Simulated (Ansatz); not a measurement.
# CH₃BO: taking an electron away

Aim: the vertical ionisation energy of CH₃BO, as cation minus neutral at the neutral's geometry, on several levels, and how well −ε(HOMO) stands in for it.

Program: Ansatz 0.2.0, Gaussian basis. Level of theory: unrestricted cation, the program's frozen cores in correlated methods. These are calculated values, not measurements.

Levels to be run: UKS PBE-D4/def2-TZVPP; UKS r2SCAN-D4/def2-TZVPP; UKS PBE0-D4/def2-TZVPP; UKS B3LYP-D4/def2-TZVPP; UKS wB97X-V/def2-TZVPP; UKS wB97M-V/def2-TZVPP; UKS B2PLYP/def2-TZVPP; UHF-CCSD(T)/def2-TZVPP; UHF-MP2/def2-QZVPP; extrapolation to the limit; then −ε(HOMO) from the neutral's earlier runs with LDA (SPW92), PBE-D4, revPBE-D4, BLYP-D4, r2SCAN-D4, B97M-V, PBE0-D4, B3LYP-D4, r2SCANh-D4, r2SCAN0-D4, HSE06-D4, BHLYP-D4, CAM-B3LYP-D4, LC-ωPBE, ωB97X-V, ωB97M-V.

## (1) Structure used throughout

All runs share one geometry, relaxed beforehand with PBE0-D4 in a triple-zeta def2 set.

6 atoms, charge 0, spin multiplicity 1.

Atoms are counted from 1 here; the program's logs count them from 0.

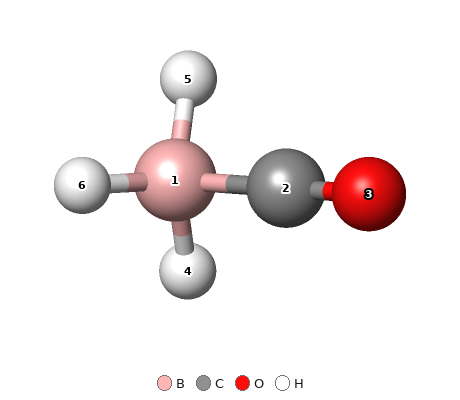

The geometry (boron pink, carbon grey, oxygen red, hydrogen white); atoms are numbered from 1 in the order of the file.

## (2) Cation, UKS PBE-D4/def2-TZVPP

The input, in.yaml:

```yaml
crystal:
  periodic: [false, false, false]
  atoms:
    - {symbol: B, position_ang: [-0.274908, 0.419955, -0.199791]}
    - {symbol: C, position_ang: [0.494304, -0.755579, 0.359303]}
    - {symbol: O, position_ang: [1.067811, -1.631591, 0.776088]}
    - {symbol: H, position_ang: [-1.436734, 0.121231, -0.050073]}
    - {symbol: H, position_ang: [0.069587, 0.485085, -1.356770]}
    - {symbol: H, position_ang: [0.079929, 1.360889, 0.471242]}
basis:
  gaussian: {orbitals: def2-TZVPP}
total_charge: 1
magnetization: {spin_polarized: true, initial_magnetization: 1}
hamiltonian: {xc: pbe, dispersion: d4}
```

Run with:

```sh
ansatz run in.yaml --threads 4 --pin off --events-out ev --progress --plain --max-ram 10444MiB
```

What it wrote:

```text
Functional definition: PBE
  name "PBE"
  cite "Perdew, Burke & Ernzerhof, Phys. Rev. Lett. 77, 3865 (1996) doi:10.1103/PhysRevLett.77.3865"
  parent pbe
  parameter kappa = 0.804
  parameter beta = 0.06672455060314922
  exchange = pbe_x(kappa = kappa, mu = beta*pi^2/3)
  correlation = pbe_c(beta = beta)
677 factors; their error is unknown
mean field evaluation 1: about -3783.8593 eV, gradient 5.2e1 eV
mean field evaluation 2: about -3718.7426 eV, gradient 1.2e2 eV
mean field evaluation 4: about -3792.3062 eV, gradient 1.3e1 eV
mean field evaluation 8: about -3793.3161 eV, gradient 5.1e0 eV
mean field evaluation 16: about -3793.5499 eV, gradient 1.9e-1 eV
mean field evaluation 32: about -3793.5499 eV, gradient 2.8e-4 eV
mean field -3793.54995264 eV, -139.4103893990 hartree, gradient 1.7e-5 eV, S^2 0.755419; 3 other end points of the search recorded, 0 dependent functions left out
reference -3793.54998484 eV, -139.4103905823 hartree; 11, 10 occupied and 124, 125 virtual orbitals, 677 factors
Total energy: -3793.59839056 eV, -139.4121694598 hartree
```

Run time: 3.2 s. Hardware: 4 threads of Arm Neoverse V2, shared host.

The neutral molecule at this level: -3805.6264 eV. Difference: 12.028 eV. ⟨S²⟩ = 0.755.

## (3) Cation, UKS r2SCAN-D4/def2-TZVPP

Edit in.yaml of step 2 so:

```diff
@@ -13,2 +13,2 @@
 magnetization: {spin_polarized: true, initial_magnetization: 1}
-hamiltonian: {xc: pbe, dispersion: d4}
+hamiltonian: {xc: r2scan, dispersion: d4}
```

Same command.

What it wrote:

```text
Functional definition: r2SCAN
  name "r2SCAN"
  cite "Furness, Kaplan, Ning, Perdew & Sun, J. Phys. Chem. Lett. 11, 8208 (2020) doi:10.1021/acs.jpclett.0c02405"
  cite "Furness, Kaplan, Ning, Perdew & Sun, J. Phys. Chem. Lett. 11, 9248 (2020) doi:10.1021/acs.jpclett.0c03077"
  parent r2scan
  parameter k0 = 0.174
  parameter k1 = 0.065
  parameter a1 = 4.9479
  exchange = r2scan_x(k0 = k0, k1 = k1, a1 = a1)
  correlation = r2scan_c
677 factors; their error is unknown
mean field evaluation 1: about -3787.7152 eV, gradient 4.8e1 eV
mean field evaluation 2: about -3731.3810 eV, gradient 1.1e2 eV
mean field evaluation 4: about -3795.7146 eV, gradient 6.2e0 eV
mean field evaluation 8: about -3796.0064 eV, gradient 4.3e-1 eV
mean field evaluation 16: about -3796.0135 eV, gradient 4.4e-5 eV
mean field evaluation 32: about -3796.0132 eV, gradient 1.3e-1 eV
mean field -3796.01351511 eV, -139.5009236498 hartree, gradient 4.9e-6 eV, S^2 0.761950; 3 other end points of the search recorded, 0 dependent functions left out
reference -3796.01352609 eV, -139.5009240534 hartree; 11, 10 occupied and 124, 125 virtual orbitals, 677 factors
Total energy: -3796.02483247 eV, -139.5013395552 hartree
```

Run time: 8 s. Hardware: 4 threads of Arm Neoverse V2, shared host; peak memory 0.26 GiB.

The neutral molecule at this level: -3808.1264 eV. Difference: 12.102 eV. ⟨S²⟩ = 0.762.

## (4) Cation, UKS PBE0-D4/def2-TZVPP

Edit in.yaml of step 3 so:

```diff
@@ -13,2 +13,2 @@
 magnetization: {spin_polarized: true, initial_magnetization: 1}
-hamiltonian: {xc: r2scan, dispersion: d4}
+hamiltonian: {xc: pbe0, dispersion: d4}
```

Same command.

What it wrote (excerpt; [...] marks lines left out):

```text
Functional definition: PBE0
  name "PBE0"
  cite "Adamo & Barone, J. Chem. Phys. 110, 6158 (1999) doi:10.1063/1.478522"
  cite "Perdew, Burke & Ernzerhof, Phys. Rev. Lett. 77, 3865 (1996) doi:10.1103/PhysRevLett.77.3865"
  parent pbe
[...]
677 factors; their error is unknown
[...]
mean field -3793.47121778 eV, -139.4074959463 hartree, gradient 4.2e-6 eV, S^2 0.760254; 4 other end points of the search recorded, 0 dependent functions left out
reference -3793.47124158 eV, -139.4074968210 hartree; 11, 10 occupied and 124, 125 virtual orbitals, 677 factors
Total energy: -3793.51108361 eV, -139.4089609885 hartree
```

Run time: 5.5 s. Hardware: 4 threads of Arm Neoverse V2, shared host; peak memory 0.3 GiB.

Less the neutral's -3805.6873 eV (earlier run), this gives 12.176 eV. ⟨S²⟩ = 0.760.

## (5) Cation, UKS B3LYP-D4/def2-TZVPP

Edit in.yaml of step 4 so:

```diff
@@ -13,2 +13,2 @@
 magnetization: {spin_polarized: true, initial_magnetization: 1}
-hamiltonian: {xc: pbe0, dispersion: d4}
+hamiltonian: {xc: {name: B3LYP}, dispersion: d4}
```

The command is unchanged.

What it wrote (excerpt; [...] marks lines left out):

```text
Functional definition: B3LYP
  name "B3LYP"
  cite "Stephens, Devlin, Chabalowski & Frisch, J. Phys. Chem. 98, 11623 (1994) doi:10.1021/j100096a001"
  cite "Becke, Phys. Rev. A 38, 3098 (1988) doi:10.1103/PhysRevA.38.3098"
  cite "Lee, Yang & Parr, Phys. Rev. B 37, 785 (1988) doi:10.1103/PhysRevB.37.785"
  cite "Vosko, Wilk & Nusair, Can. J. Phys. 58, 1200 (1980) doi:10.1139/p80-159"
[...]
677 factors; their error is unknown
[...]
mean field -3798.26964828 eV, -139.5838350146 hartree, gradient 1.4e-6 eV, S^2 0.758715; 4 other end points of the search recorded, 0 dependent functions left out
reference -3798.26984658 eV, -139.5838423022 hartree; 11, 10 occupied and 124, 125 virtual orbitals, 677 factors
Total energy: -3798.34805203 eV, -139.5867162995 hartree
```

Wall time 6 s (4 threads of Arm Neoverse V2, shared host); peak memory 0.3 GiB.

Less the neutral's -3810.5956 eV (earlier run), this gives 12.248 eV. ⟨S²⟩ = 0.759.

## (6) Cation, UKS wB97X-V/def2-TZVPP

Edit in.yaml of step 5 so:

```diff
@@ -13,2 +13,2 @@
 magnetization: {spin_polarized: true, initial_magnetization: 1}
-hamiltonian: {xc: {name: B3LYP}, dispersion: d4}
+hamiltonian: {xc: {name: wB97X-V}}
```

Launched as before.

What it wrote (excerpt; [...] marks lines left out):

```text
Functional definition: wB97X-V
  name "wB97X-V"
  cite "Mardirossian & Head-Gordon, Phys. Chem. Chem. Phys. 16, 9904 (2014) doi:10.1039/C3CP54374A"
  cite "Becke, J. Chem. Phys. 107, 8554 (1997) doi:10.1063/1.475007"
  cite "Vydrov & Van Voorhis, J. Chem. Phys. 133, 244103 (2010) doi:10.1063/1.3521275"
[...]
      + integral(e_c_pw_opposite_spin*poly(b97_u_opposite, cos0, cos1)) + vv10(b, c)
677 factors; their error is unknown
175 factors; integrals over basis functions are off by at most 2.0e-5 eV
[...]
mean field -3796.66512237 eV, -139.5248697752 hartree, gradient 3.3e-6 eV, S^2 0.759001; 4 other end points of the search recorded, 0 dependent functions left out
reference -3796.66512096 eV, -139.5248697234 hartree; 11, 10 occupied and 124, 125 virtual orbitals, 677 factors
Total energy: -3796.66512096 eV, -139.5248697234 hartree
```

Wall time 16 s (4 threads of Arm Neoverse V2, shared host); peak memory 0.39 GiB.

The neutral molecule at this level: -3808.9249 eV. Difference: 12.260 eV. ⟨S²⟩ = 0.759.

## (7) Cation, UKS wB97M-V/def2-TZVPP

Edit in.yaml of step 6 so:

```diff
@@ -13,2 +13,2 @@
 magnetization: {spin_polarized: true, initial_magnetization: 1}
-hamiltonian: {xc: {name: wB97X-V}}
+hamiltonian: {xc: {name: wB97M-V}}
```

Same command.

What it wrote (excerpt; [...] marks lines left out):

```text
Functional definition: wB97M-V
  name "wB97M-V"
  cite "Mardirossian & Head-Gordon, J. Chem. Phys. 144, 214110 (2016) doi:10.1063/1.4952647"
  cite "Becke, J. Chem. Phys. 107, 8554 (1997) doi:10.1063/1.475007"
  cite "Vydrov & Van Voorhis, J. Chem. Phys. 133, 244103 (2010) doi:10.1063/1.3521275"
  # Of w^i u^j: cxij and so on, Table III.
[...]
  gx(w, u) = 1 - cx + cx01*u + cx10*w
  gss(w, u) = css00 + css04*u^4 + css10*w + css20*w^2 + css43*w^4*u^3
  gos(w, u) = cos00 + cos10*w + (cos20 + cos21*u)*w^2 + (cos60 + cos61*u)*w^6
[...]
      + integral(e_c_pw_mod_opposite_spin*gos(b97_w_opposite, b97_u_opposite)) + vv10(b, c)
677 factors; their error is unknown
175 factors; integrals over basis functions are off by at most 2.0e-5 eV
[...]
mean field -3796.41613062 eV, -139.5157194972 hartree, gradient 9.0e-6 eV, S^2 0.756167; 4 other end points of the search recorded, 0 dependent functions left out
reference -3796.41617004 eV, -139.5157209457 hartree; 11, 10 occupied and 124, 125 virtual orbitals, 677 factors
Total energy: -3796.41617004 eV, -139.5157209457 hartree
```

It took 16 s on 4 threads of Arm Neoverse V2, shared host; peak memory 0.42 GiB.

Less the neutral's -3808.6912 eV (earlier run), this gives 12.275 eV. ⟨S²⟩ = 0.756.

## (8) Cation, UKS B2PLYP (frozen core)/def2-TZVPP

Edit in.yaml of step 7 so:

```diff
@@ -13,2 +13,2 @@
 magnetization: {spin_polarized: true, initial_magnetization: 1}
-hamiltonian: {xc: {name: wB97M-V}}
+hamiltonian: {xc: {name: B2PLYP}}
```

Same command.

What it wrote (excerpt; [...] marks lines left out):

```text
Functional definition: B2PLYP
  name "B2PLYP"
  cite "Grimme, J. Chem. Phys. 124, 034108 (2006) doi:10.1063/1.2148954"
  cite "Becke, Phys. Rev. A 38, 3098 (1988) doi:10.1103/PhysRevA.38.3098"
  cite "Lee, Yang & Parr, Phys. Rev. B 37, 785 (1988) doi:10.1103/PhysRevB.37.785"
[...]
812 factors; integrals over basis functions are off by at most 1.1e-3 eV
[...]
mean field -3790.73643053 eV, -139.3069943687 hartree, gradient 2.6e-6 eV, S^2 0.769744; 4 other end points of the search recorded, 0 dependent functions left out
3 core orbitals not correlated: weight in the atoms' cores, before any rotation towards them, 1.000 or more for the frozen orbitals, at most 0.000 for the correlated occupied ones
reference -3790.73655677 eV, -139.3069990079 hartree; 8, 7 occupied and 124, 125 virtual orbitals, 812 factors
second order -15.99463576 eV of doubles, -0.00000000 eV of singles
Total energy: -3795.05510843 eV, -139.4657028539 hartree
```

Run time: 8.5 s. Hardware: 4 threads of Arm Neoverse V2, shared host; peak memory 0.27 GiB.

Less the neutral's -3807.2234 eV (earlier run), this gives 12.168 eV. ⟨S²⟩ = 0.770.

## (9) Cation, UHF-CCSD(T)/def2-TZVPP

Edit in.yaml of step 8 so:

```diff
@@ -13,2 +13,3 @@
 magnetization: {spin_polarized: true, initial_magnetization: 1}
-hamiltonian: {xc: {name: B2PLYP}}
+correlation: {method: ccsd_t}
+scf: {omitted_lower_state_checks: [cluster_reference]}
```

Launched as before.

What it wrote (excerpt; [...] marks lines left out):

```text
Functional definition: HF
  name "HF"
  cite "Fock, Z. Phys. 61, 126 (1930) doi:10.1007/BF01340294"
  parent pbe
[...]
812 factors; integrals over basis functions are off by at most 1.1e-3 eV
[...]
mean field -3776.30674737 eV, -138.7767132933 hartree, gradient 3.1e-6 eV, S^2 0.777059; 4 other end points of the search recorded, 0 dependent functions left out
3 core orbitals not correlated: weight in the atoms' cores, before any rotation towards them, 1.000 or more for the frozen orbitals, at most 0.000 for the correlated occupied ones
reference -3776.30674737 eV, -138.7767132933 hartree; 8, 7 occupied and 124, 125 virtual orbitals, 812 factors
second order -12.75439847 eV of doubles, -0.00000000 eV of singles
cycle   1  -12.59671647 eV  change    1.6e-1 eV  update   1.1e-1
[...]
cycle  14  -13.25020448 eV  change   -8.3e-6 eV  update   1.1e-5
perturbative correction -0.62563252 eV, -0.0229915711 hartree
Total energy: -3790.18258438 eV, -139.2866408979 hartree
Checks for a lower state left out: cluster_reference
```

Run time: 16 s. Hardware: 4 threads of Arm Neoverse V2, shared host; peak memory 1.6 GiB.

Less the neutral's -3802.3991 eV (earlier run), this gives 12.216 eV. ⟨S²⟩ = 0.777. T1 = 0.034 (report).

## (10) Cation, UHF-MP2/def2-QZVPP

Edit in.yaml of step 9 so:

```diff
@@ -10,6 +10,6 @@
 basis:
-  gaussian: {orbitals: def2-TZVPP}
+  gaussian: {orbitals: "def2-QZVPP.json"}
 total_charge: 1
 magnetization: {spin_polarized: true, initial_magnetization: 1}
-correlation: {method: ccsd_t}
+correlation: {method: mp2}
 scf: {omitted_lower_state_checks: [cluster_reference]}
```

The command is unchanged.

What it wrote (excerpt; [...] marks lines left out):

```text
Functional definition: HF
  name "HF"
  cite "Fock, Z. Phys. 61, 126 (1930) doi:10.1007/BF01340294"
  parent pbe
[...]
1578 factors; integrals over basis functions are off by at most 8.7e-4 eV
[...]
mean field -3776.48144881 eV, -138.7831334527 hartree, gradient 1.9e-6 eV, S^2 0.777183; 4 other end points of the search recorded, 0 dependent functions left out
3 core orbitals not correlated: weight in the atoms' cores, before any rotation towards them, 1.000 or more for the frozen orbitals, at most 0.000 for the correlated occupied ones
reference -3776.48144881 eV, -138.7831334527 hartree; 8, 7 occupied and 250, 251 virtual orbitals, 1578 factors
second order -13.62243774 eV of doubles, -0.00000000 eV of singles
Total energy: -3790.10388655 eV, -139.2837488059 hartree
Checks for a lower state left out: cluster_reference
```

Wall time 9 s (4 threads of Arm Neoverse V2, shared host); peak memory 0.74 GiB.

## (11) The basis-set limit

No new run: Hartree-Fock is extrapolated as exp(−7.88√X) and correlation as X^−2.97, with X = 3 and 4; only MP2 was run in the larger set, so CCSD(T) minus MP2 is added from the smaller one.

| level | energy at the limit (eV) |
| --- | --- |
| HF | -3776.5055 |
| MP2 | -3790.7709 |
| CCSD | -3791.2667 |
| CCSD(T) | -3791.8924 |

The neutral's limit, from its own earlier runs, is -3804.2094 eV in the additive form (MP2 limit plus CCSD(T) minus MP2 in triple zeta), in which the cation has -3791.8924 eV.

## (12) The ladder

| method | ionisation energy (eV) | from CCSD(T)/CBS (eV) | time |
| --- | --- | --- | --- |
| PBE-D4 | 12.03 | -0.29 | 3.7 s |
| r2SCAN-D4 | 12.10 | -0.22 | 9.1 s |
| PBE0-D4 | 12.18 | -0.14 | 6.1 s |
| B3LYP-D4 | 12.25 | -0.07 | 6.8 s |
| ωB97X-V | 12.26 | -0.06 | 18 s |
| ωB97M-V | 12.28 | -0.04 | 18 s |
| B2PLYP | 12.17 | -0.15 | 9.4 s |
| HF/def2-TZVPP | 11.44 | -0.88 |  |
| MP2/def2-TZVPP | 12.24 | -0.08 |  |
| CCSD/def2-TZVPP | 12.21 | -0.11 |  |
| CCSD(T)/def2-TZVPP | 12.22 | -0.10 | 20 s |
| CCSD(T)/CBS | 12.32 | 0 | 82 s |

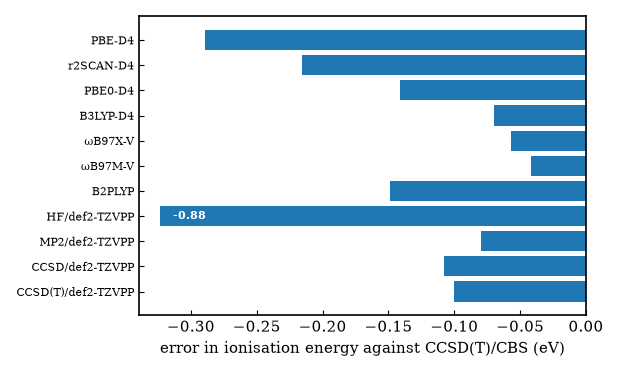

How far each level lands from CCSD(T)/CBS. Bars with a number in them are cut short.

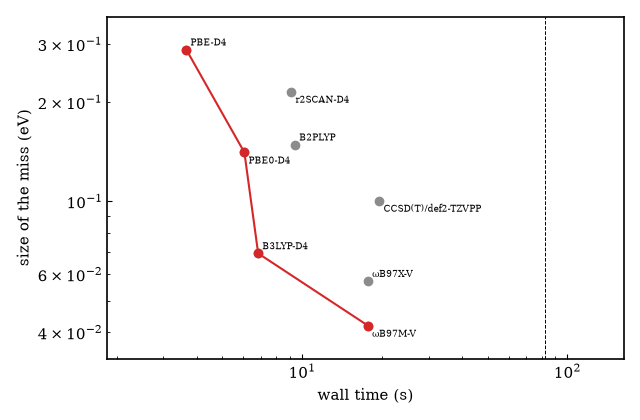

Accuracy for the time spent; red marks the levels that beat every quicker one drawn (of those quicker than the yardstick), and the dashed line is the time of CCSD(T)/CBS. Times are from a shared host.

Times add the cation's run and the neutral's; HF, MP2 and CCSD come out of the CCSD(T) runs.

For comparison, −ε(HOMO) of the neutral from earlier runs:

| functional | −ε(HOMO) (eV) | by energy difference (eV) |
| --- | --- | --- |
| LDA (SPW92) | 8.37 |  |
| PBE-D4 | 8.28 | 12.03 |
| revPBE-D4 | 8.24 |  |
| BLYP-D4 | 8.19 |  |
| r2SCAN-D4 | 8.61 | 12.10 |
| B97M-V | 8.64 |  |
| PBE0-D4 | 9.59 | 12.18 |
| B3LYP-D4 | 9.39 | 12.25 |
| r2SCANh-D4 | 9.09 |  |
| r2SCAN0-D4 | 9.81 |  |
| HSE06-D4 | 9.18 |  |
| BHLYP-D4 | 10.85 |  |
| CAM-B3LYP-D4 | 10.99 |  |
| LC-ωPBE | 12.35 |  |
| ωB97X-V | 11.99 | 12.26 |
| ωB97M-V | 11.83 | 12.28 |

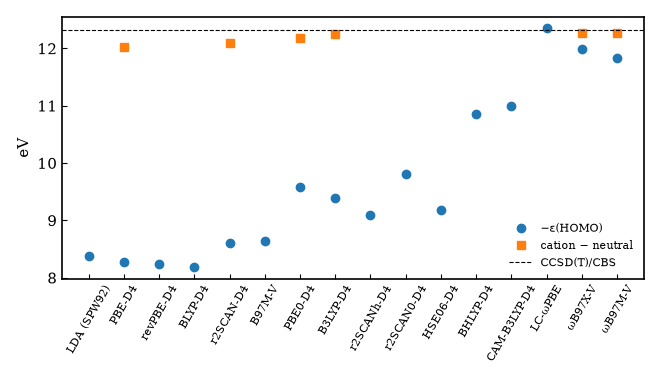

Orbital estimates and energy differences by functional.

## (13) Outcome

```
                        quantity               value
  ionisation energy, CCSD(T)/CBS            12.32 eV
nearest functional by difference  ωB97M-V (-0.04 eV)
                nearest −ε(HOMO)  LC-ωPBE (+0.03 eV)
                 −ε(HOMO) of PBE             8.28 eV
                T1 of the cation               0.034
```

In words: Energy differences with functionals land within 0.29 eV of the reference. −ε(HOMO) of PBE misses by 4.0 eV, since self-interaction lifts the level. Among orbital estimates LC-ωPBE comes nearest. Hartree-Fock falls 0.88 eV short, as the neutral has more correlation energy than the cation. The cation's T1 (from the report) is 0.034, near the customary mark of 0.045 for open shells, so the coupled-cluster value is less safe. The cation may have settled in a state other than its lowest; no search over hole states beyond the program's own was made.

For cost: ωB97M-V gets within 0.04 eV in 18 s, where CCSD(T)/CBS took 82 s; the quickest level in the cost chart, PBE-D4, takes 3.7 s and misses by 0.29 eV.
